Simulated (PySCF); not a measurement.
Run report: Si2PNH7Cl, core-level calculation

- system: Si2PNH7Cl, SMILES N[SiH](Cl)P[SiH3]
- method: delta-SCF UKS SCAN, pcX-2 on the ionised atom, pcseg-1 elsewhere, spin-free X2C (PySCF 2.14.0)

Figures and captions count atoms from 1; the log counts them from 0 in places.

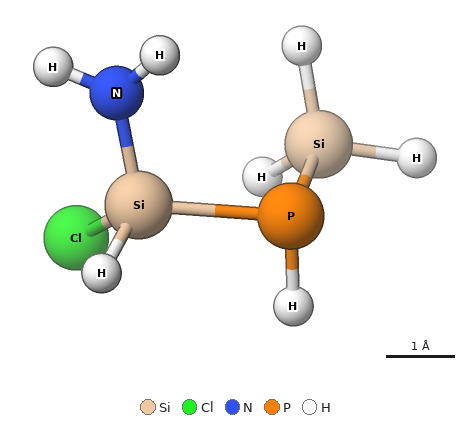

Fig. 1: The input geometry (ball-and-stick view, seen at a tilt).

Results in brief

```csv
quantity,value
outcome,converged
hardware,"1 CPU thread, shared host"
wall time,32 s
peak memory,0.56 GiB
```

Input
```
{"job": {"kind": "xps", "holes": 5}, "charge": 0, "multiplicity": 1}
Si    -1.342465     0.069801     1.333197
Cl    -1.158295     2.142236     1.330291
N     -0.085633    -0.557885     2.313302
P     -1.075783    -0.930999    -0.661828
Si     0.784650     0.173600    -1.327486
H     -2.745425    -0.158463     1.787114
H      0.282041    -1.488206     2.154795
H      0.092840    -0.222284     3.252305
H     -2.015006    -0.105184    -1.350336
H      1.013768    -0.167504    -2.763884
H      1.918130    -0.355601    -0.513705
H      0.702836     1.655341    -1.177913
```

The first line tells a small driver script what to run in PySCF; the rest is the geometry in Å.

Launch command:
```bash
OMP_NUM_THREADS=1 python <driver script> task.json out
```

Output
```
ground state, core basis on atom 0 (Si), 163 functions
  cycle   1  E = -1442.73788122  |g| = 5.15e-01
  cycle   2  E = -1442.65966962  |g| = 7.62e-01
  cycle   3  E = -1442.79820119  |g| = 8.86e-02
  cycle   4  E = -1442.80032451  |g| = 3.02e-02
  cycle   5  E = -1442.80059997  |g| = 8.63e-03
  cycle   6  E = -1442.80062339  |g| = 3.06e-03
  cycle   7  E = -1442.80062578  |g| = 7.85e-04
  cycle   8  E = -1442.80062430  |g| = 1.97e-04
  E(ground) = -1442.85264003 Eh
hole in Si 2p of atom 0
  cycle   1  E = -1438.48487059  |g| = 1.24e+00
  cycle   2  E = -1437.81978904  |g| = 1.50e+00
[... 7 cycles left out ...]
  E(ion) = -1438.88547067 Eh   <S^2> = 0.7520   hole on atom = 1.003   binding energy = 107.952 eV
  2p3/2 = 107.698 eV   2p1/2 = 108.325 eV
ground state, core basis on atom 1 (Cl), 163 functions
[... 6 cycles left out ...]
  E(ground) = -1442.96124579 Eh
hole in Cl 2p of atom 1
[... 9 cycles left out ...]
  E(ion) = -1435.38362232 Eh   <S^2> = 0.7520   hole on atom = 1.001   binding energy = 206.198 eV
  2p3/2 = 205.614 eV   2p1/2 = 207.268 eV
ground state, core basis on atom 2 (N), 152 functions
[... 5 cycles left out ...]
  E(ground) = -1442.80511405 Eh
hole in N 1s of atom 2
[... 10 cycles left out ...]
  E(ion) = -1427.91983908 Eh   <S^2> = 0.7641   hole on atom = 1.000   binding energy = 405.049 eV
ground state, core basis on atom 3 (P), 163 functions
[... 6 cycles left out ...]
  E(ground) = -1442.87521731 Eh
hole in P 2p of atom 3
[... 10 cycles left out ...]
  E(ion) = -1437.86971994 Eh   <S^2> = 0.7535   hole on atom = 1.002   binding energy = 136.207 eV
  2p3/2 = 135.960 eV   2p1/2 = 136.850 eV
ground state, core basis on atom 4 (Si), 163 functions
[... 6 cycles left out ...]
  E(ground) = -1442.84285696 Eh
hole in Si 2p of atom 4
  cycle   1  E = -1438.51249547  |g| = 1.23e+00
  cycle   2  E = -1438.15110964  |g| = 1.23e+00
  cycle   3  E = -1438.75759755  |g| = 3.27e-01
  cycle   4  E = -1438.83647745  |g| = 1.19e-01
  cycle   5  E = -1438.84592796  |g| = 4.52e-02
  cycle   6  E = -1438.84736252  |g| = 1.15e-02
  cycle   7  E = -1438.84745634  |g| = 2.89e-03
  cycle   8  E = -1438.84746074  |g| = 9.25e-04
  cycle   9  E = -1438.84746061  |g| = 7.32e-04
  cycle  10  E = -1438.84746332  |g| = 2.71e-04
  E(ion) = -1438.91046409 Eh   <S^2> = 0.7537   hole on atom = 1.002   binding energy = 107.006 eV
  2p3/2 = 106.782 eV   2p1/2 = 107.405 eV
```

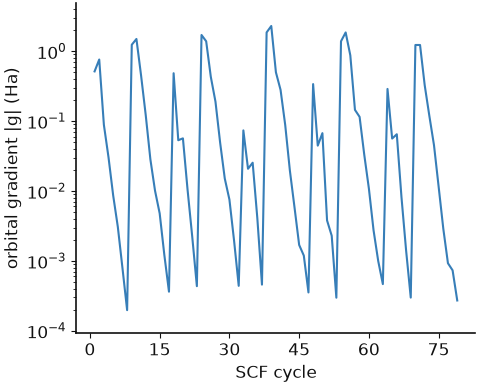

Fig. 2: Convergence of the self-consistent field: orbital gradient |g| against the SCF cycle. All cycles printed in the log are drawn one after another.

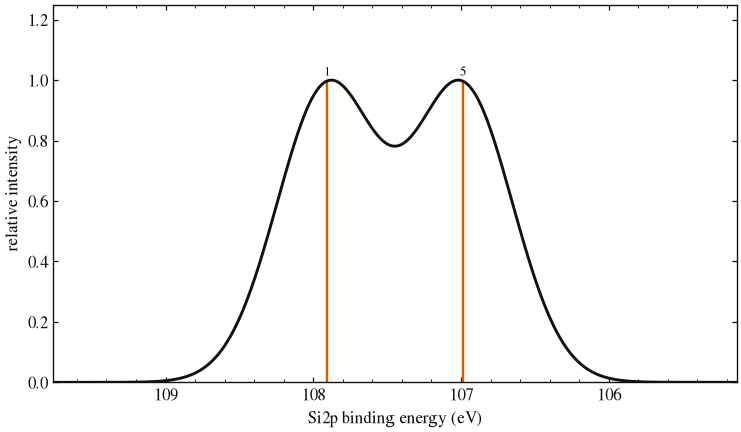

Fig. 3: Si2p binding energies by ΔSCF of the atoms computed, labelled by atom number, with a Gaussian envelope of 0.8 eV full width. They run from 106.99 eV (atom 5) to 107.91 eV (atom 1).
